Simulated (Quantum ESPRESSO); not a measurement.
# 1T-SnSe2, 3 layers, AA stacking, stepped through the field along the normal, part 2 of 4

Wanted: a table for 1T-SnSe2, 3 layers, AA stacking against the field along the normal, and what can be fitted to it.

Quantum ESPRESSO 7.5; plane-wave DFT, PBE, GBRV ultrasoft pseudopotentials.

So far. Step 2 (Variable-cell relaxation of the reference):  The last row is no step: it is a fresh SCF in the final cell with a new plane-wave basis, +34 meV from the row before, a sign that the cell is biased by the basis (Pulay stress).

**3. Ground state, 0 V/Å**

The self-consistent run of this member.

Level of this step: plane-wave DFT, PBE, GBRV ultrasoft pseudopotentials (Quantum ESPRESSO 7.5).

m0.scf.in

```
&control
  prefix = 'm0.scf'
  outdir = './out'
  pseudo_dir = './pseudo'
  calculation = 'scf'
  tprnfor = .true.
  tefield = .true.
  dipfield = .true.
/
&system
  ibrav = 0
  nat = 9
  ntyp = 2
  ecutwfc = 40
  ecutrho = 200
  occupations = 'smearing'
  smearing = 'fd'
  degauss = 0.002
  edir = 3
  emaxpos = 0.97
  eopreg = 0.04
  eamp = 0.0
  nbnd = 45
/
&electrons
  conv_thr = 1e-09
  mixing_beta = 0.4
  electron_maxstep = 120
  mixing_mode = 'plain'
/
ATOMIC_SPECIES
  Se  78.9710  se_pbe_v1.uspp.F.UPF
  Sn  118.7100  sn_pbe_v1.4.uspp.F.UPF
CELL_PARAMETERS angstrom
  3.81364117500000 0.00000000000000 0.00000000000000
  -1.90682058800000 3.30271013900000 0.00000000000000
  0.00000000000000 0.00000000000000 29.73146712900000
ATOMIC_POSITIONS crystal
  Se  0.666666666700 0.333333333300 0.241578178700
  Sn  0.000000000000 0.000000000000 0.295528711000
  Se  0.333333333300 0.666666666700 0.349515168400
  Se  0.666666666700 0.333333333300 0.446038539900
  Sn  0.000000000000 0.000000000000 0.500000000000
  Se  0.333333333300 0.666666666700 0.553961460100
  Se  0.666666666700 0.333333333300 0.650484831600
  Sn  0.000000000000 0.000000000000 0.704471289000
  Se  0.333333333300 0.666666666700 0.758421821300
K_POINTS automatic
  6 6 1 0 0 0
```

The run is started by

```
OMP_NUM_THREADS=1 mpirun -n 4 pw.x -nk 2 -in m0.scf.in > m0.scf.out
```

Output:

```text
[banner, memory and clock lines left out]
Program PWSCF v.7.5 starts
[citation notice left out]

[...]
bravais-lattice index     =            0
     lattice parameter (alat)  =       7.2067  a.u.
     unit-cell volume          =    2527.1047 (a.u.)^3
     number of atoms/cell      =            9
     number of atomic types    =            2
     number of electrons       =        78.00
     number of Kohn-Sham states=           45
     kinetic-energy cutoff     =      40.0000  Ry
     charge density cutoff     =     200.0000  Ry
     scf convergence threshold =      1.0E-09
     mixing beta               =       0.4000
     number of iterations used =            8  plain     mixing
     Exchange-correlation=  SLA  PW   PBX  PBC
                           (   1   4   3   4   0   0   0)

[...]
PseudoPot. # 1 for Se read from file:
     ./pseudo/se_pbe_v1.uspp.F.UPF
     Pseudo is Ultrasoft + core correction, Zval =  6.0
     Generated by new atomic code, or converted to UPF format
     Using radial grid of  877 points,  6 beta functions with:
                l(1) =   0
                l(2) =   0
                l(3) =   1
                l(4) =   1
                l(5) =   2
                l(6) =   2
     Q(r) pseudized with  8 coefficients,  rinner =    1.300   1.300   1.300
                                                       1.300   1.300

     PseudoPot. # 2 for Sn read from file:
     ./pseudo/sn_pbe_v1.4.uspp.F.UPF
     Pseudo is Ultrasoft + core correction, Zval = 14.0
     Generated by new atomic code, or converted to UPF format
     Using radial grid of  891 points,  6 beta functions with:
                l(1) =   0
                l(2) =   0
                l(3) =   1
                l(4) =   1
                l(5) =   2
                l(6) =   2
     Q(r) pseudized with  8 coefficients,  rinner =    1.350   1.350   1.350
                                                       1.350   1.350

     atomic species   valence    mass     pseudopotential
     Se                6.00    78.97100     Se( 1.00)
     Sn               14.00   118.71000     Sn( 1.00)

     No symmetry found

[...]
number of k points=    20  Fermi-Dirac smearing, width (Ry)=  0.0020
[...]
Dense  grid:   120697 G-vectors     FFT dimensions: (  36,  36, 256)

     Smooth grid:    86501 G-vectors     FFT dimensions: (  30,  30, 240)

     Initial potential from superposition of free atoms

     starting charge      74.9994, renormalised to      78.0000

     negative rho (up, down):  2.440E-04 0.000E+00

     Adding external electric field

     Computed dipole along edir(3) :
        Dipole                0.0000 Ry au,          0.0000 Debye
        Dipole field          0.0000 Ry au,

        Potential amp.       -0.0000 Ry
        Total length         53.9370 bohr

     Starting wfcs are   51 randomized atomic wfcs

     per-process dynamical memory:    88.8 Mb

     Self-consistent Calculation

     iteration #  1     ecut=    40.00 Ry     beta= 0.40
     Davidson diagonalization with overlap
     ethr =  1.00E-02,  avg # of iterations =  2.9

     negative rho (up, down):  8.894E-05 0.000E+00

     Adding external electric field

     Computed dipole along edir(3) :
        Dipole               -0.0005 Ry au,         -0.0013 Debye
        Dipole field         -0.0000 Ry au,

        Potential amp.        0.0003 Ry
        Total length         53.9370 bohr

     total energy              =    -739.26497685 Ry
     estimated scf accuracy    <       1.42363897 Ry

     iteration #  2     ecut=    40.00 Ry     beta= 0.40
[...]
negative rho (up, down):  1.624E-04 0.000E+00

[...]
Dipole                0.0032 Ry au,          0.0082 Debye
[...]
total energy              =    -739.50338464 Ry
     estimated scf accuracy    <       0.21054337 Ry

     iteration #  3     ecut=    40.00 Ry     beta= 0.40
[...]
negative rho (up, down):  2.459E-04 0.000E+00

[...]
Dipole               -0.0110 Ry au,         -0.0281 Debye
[...]
total energy              =    -739.53657147 Ry
     estimated scf accuracy    <       0.02166756 Ry

     iteration #  4     ecut=    40.00 Ry     beta= 0.40
[...]
negative rho (up, down):  2.778E-04 0.000E+00

[...]
Dipole                0.0080 Ry au,          0.0203 Debye
[...]
total energy              =    -739.53441213 Ry
     estimated scf accuracy    <       0.04448661 Ry

     iteration #  5     ecut=    40.00 Ry     beta= 0.40
[...]
negative rho (up, down):  3.490E-04 0.000E+00

[...]
Dipole               -0.0304 Ry au,         -0.0773 Debye
[...]
total energy              =    -739.53880529 Ry
     estimated scf accuracy    <       0.00669328 Ry

     iteration #  6     ecut=    40.00 Ry     beta= 0.40
[...]
negative rho (up, down):  3.616E-04 0.000E+00

[...]
Dipole                0.0245 Ry au,          0.0623 Debye
[...]
total energy              =    -739.53909106 Ry
     estimated scf accuracy    <       0.00250945 Ry

[...]
iteration # 15     ecut=    40.00 Ry     beta= 0.40
[...]
negative rho (up, down):  3.867E-04 0.000E+00

[...]
Dipole               -0.0000 Ry au,         -0.0000 Debye
[...]
total energy              =    -739.53943190 Ry
     estimated scf accuracy    <       0.00000002 Ry

     iteration # 16     ecut=    40.00 Ry     beta= 0.40
[...]
negative rho (up, down):  3.868E-04 0.000E+00

[...]
Dipole                0.0000 Ry au,          0.0001 Debye
[...]
total energy              =    -739.53943190 Ry
     estimated scf accuracy    <          2.9E-09 Ry

     iteration # 17     ecut=    40.00 Ry     beta= 0.40
[...]
negative rho (up, down):  3.868E-04 0.000E+00

[...]
Dipole               -0.0000 Ry au,         -0.0000 Debye
[...]
total energy              =    -739.53943190 Ry
     estimated scf accuracy    <          1.2E-09 Ry

     iteration # 18     ecut=    40.00 Ry     beta= 0.40
[...]
negative rho (up, down):  3.868E-04 0.000E+00

[...]
Dipole                0.0001 Ry au,          0.0003 Debye
[...]
End of self-consistent calculation

          k = 0.0000 0.0000 0.0000 ( 10871 PWs)   bands (ev):

   -19.3681 -19.3681 -19.3659 -19.3659 -19.3658 -19.3658 -19.3325 -19.3290
   -19.3290 -19.3205 -19.3205 -19.3177 -19.3177 -19.3177 -19.3177 -11.8866
   -11.7752 -11.6849 -10.6474 -10.4515 -10.3054  -4.3393  -3.9573  -3.5712
    -0.1605   0.5566   1.2522   1.2522   1.3213   1.3213   1.3763   1.3763
     1.3770   1.6289   1.6289   1.7307   1.7307   1.7881   1.7881   3.0524
     3.6624   4.2361   4.9279   5.0111   5.0482

          k = 0.0000 0.1925 0.0000 ( 10821 PWs)   bands (ev):

   -19.3783 -19.3759 -19.3758 -19.3581 -19.3557 -19.3557 -19.3288 -19.3259
   -19.3259 -19.3237 -19.3205 -19.3204 -19.3199 -19.3172 -19.3172 -11.6214
   -11.5124 -11.4248 -10.4533 -10.2706 -10.1379  -4.2913  -4.0218  -3.7856
    -0.6797  -0.5365  -0.2221   0.1076   0.2431   0.5510   0.5681   0.6146
     0.6664   0.7420   1.1243   1.6295   1.6901   1.7808   1.8844   3.8465
     4.0469   4.2432   5.5776   5.8079   6.0975

[...]
the Fermi energy is     2.1980 ev

!    total energy              =    -739.53943190 Ry
     estimated scf accuracy    <          2.2E-10 Ry
     smearing contrib. (-TS)   =      -0.00000017 Ry
     internal energy E=F+TS    =    -739.53943173 Ry

     The total energy is F=E-TS. E is the sum of the following terms:
     one-electron contribution =   -2870.55134223 Ry
     hartree contribution      =    1466.81651862 Ry
     xc contribution           =    -307.41131654 Ry
     ewald contribution        =     971.60670842 Ry
     electric field correction =       0.00000000 Ry

     convergence has been achieved in  18 iterations

     negative rho (up, down):  3.868E-04 0.000E+00

     Forces acting on atoms (cartesian axes, Ry/au):

     atom    1 type  1   force =     0.00000002    0.00000004   -0.00328020
     atom    2 type  2   force =    -0.00000023   -0.00000055   -0.00207133
     atom    3 type  1   force =    -0.00000004   -0.00000001   -0.00132149
     atom    4 type  1   force =    -0.00000001    0.00000004    0.00098267
     atom    5 type  2   force =     0.00000012    0.00000028    0.00001255
     atom    6 type  1   force =    -0.00000003   -0.00000002   -0.00099402
     atom    7 type  1   force =     0.00000001    0.00000006    0.00131222
     atom    8 type  2   force =     0.00000014    0.00000011    0.00209050
     atom    9 type  1   force =     0.00000002    0.00000005    0.00326910

     Total force =     0.005961     Total SCF correction =     0.000063

[...]
```

Wall time 1.8 min (4 MPI ranks of Arm Neoverse V2, shared host); peak memory 0.83 GiB.

Read from the output:

- free energy: -10061.9466 eV
- Fermi energy: 2.198 eV
- dipole along the normal: 6.25e-5 e·Å
- valence top, on the run's zero: 1.884 eV
- conduction bottom, on the run's zero: 2.493 eV
- gap by band count: 0.6082 eV

**4. Electrostatic potential, 0 V/Å**

plot_num = 11 writes the bare and Hartree potential, from which vacuum levels or, in a crystal, the mean potential are read.

m0.pot.in

```
&inputpp
  prefix = 'm0.scf'
  outdir = './out'
  filplot = 'm0.pot.dat'
  plot_num = 11
/
```

The run is started by

```
OMP_NUM_THREADS=1 mpirun -n 4 pp.x -in m0.pot.in > m0.pot.out
```

Output:

```text
[banner, memory and clock lines left out]
Program POST-PROC v.7.5 starts

          URL

     ./out/m0.scf.save/

     IMPORTANT: XC functional enforced from input :
     Exchange-correlation= PBE
                           (   1   4   3   4   0   0   0)
     Any further DFT definition will be discarded
     Please, verify this is what you really want

     negative rho (up, down):  3.868E-04 0.000E+00

     Adding external electric field

     Computed dipole along edir(3) :
        Dipole                0.0001 Ry au,          0.0003 Debye
        Dipole field          0.0000 Ry au,

        Potential amp.       -0.0001 Ry
        Total length         53.9370 bohr

     Calling punch_plot, plot_num =  11

     Adding external electric field

     Computed dipole along edir(3) :
        Dipole                0.0001 Ry au,          0.0003 Debye
        Dipole field          0.0000 Ry au,

        Potential amp.       -0.0001 Ry
        Total length         53.9370 bohr

     Writing data to file  m0.pot.dat
     Message from routine chdens:
     namelist plot not found or invalid, exiting
```

Run time: 1.1 s. Hardware: 4 MPI ranks; peak memory 0.13 GiB; 3.9 s of CPU time.

This step gave:

* slope of the potential above: 9.74e-5 eV/Å
* upper vacuum line continued to the top atoms, over the valence top: 5.863 eV
* slope of the potential below: -7.04e-5 eV/Å
* lower vacuum line continued to the bottom atoms, over the valence top: 5.864 eV
* vacuum level at the upper face over the valence top of the mesh: 5.864 eV
* vacuum level at the lower face over the valence top of the mesh: 5.865 eV

The potential energy, planar mean oscillates, so the rows of the table below give means over windows of 2.5 Å about each position, cut where the curve ends. Its maxima inside the range that stand out by 2 % of the span (Å: eV): 7.9: -3.90, 9.6: -3.92, 11.8: 4.70, 13.9: -4.04, 15.8: -4.04, 17.9: 4.70, 20.1: -3.92, 21.8: -3.90. Its minima: 7.2: -10.8, 8.8: -11.3, 10.3: -10.8, 13.2: -10.7, 14.9: -11.4, 16.5: -10.7, 19.4: -10.8, 20.9: -11.3, 22.5: -10.8.

Electrostatic potential energy of an electron, with the sawtooth; zero at the highest filled level of the SCF mesh. The potential energy, planar mean by z; means over each step:

```
z (Å)  potential energy, planar mean (eV)
  0.0                                5.86
  2.5                                5.86
  5.0                                5.51
  7.5                               -6.21
 10.0                               -6.66
 12.5                               -1.46
 15.0                               -7.23
 17.5                              -0.546
 20.0                               -7.87
 22.5                               -4.64
 25.0                                5.70
 27.5                                5.86
```

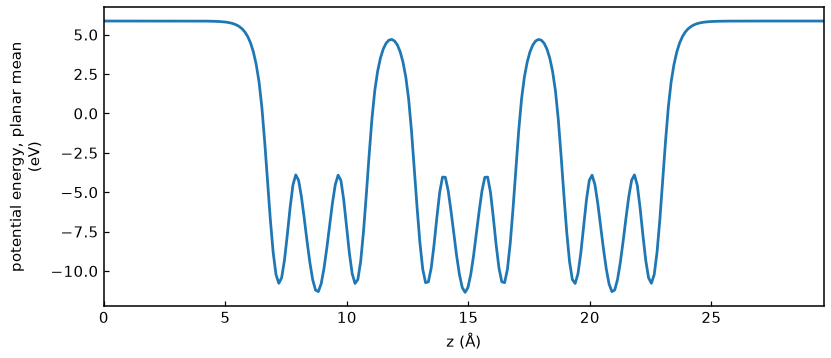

Potential energy, planar mean, plotted against z.

[end of part 2 of 4]

[Logs are printed without paths, hosts, clocks, repeated set-up lines and the standing remarks that a program may print on its own settings, such as how far it seeks lower states.]

[Hosts, paths, dates, database ids (printed as entryN), source tags and the programs' standing remarks are cut or masked in the printed files.]

[Maps of the electrostatic potential energy from Ansatz leave out the sawtooth potential of an applied field or a dipole correction, so their vacuum need not be flat; planar profiles and work functions include it.]
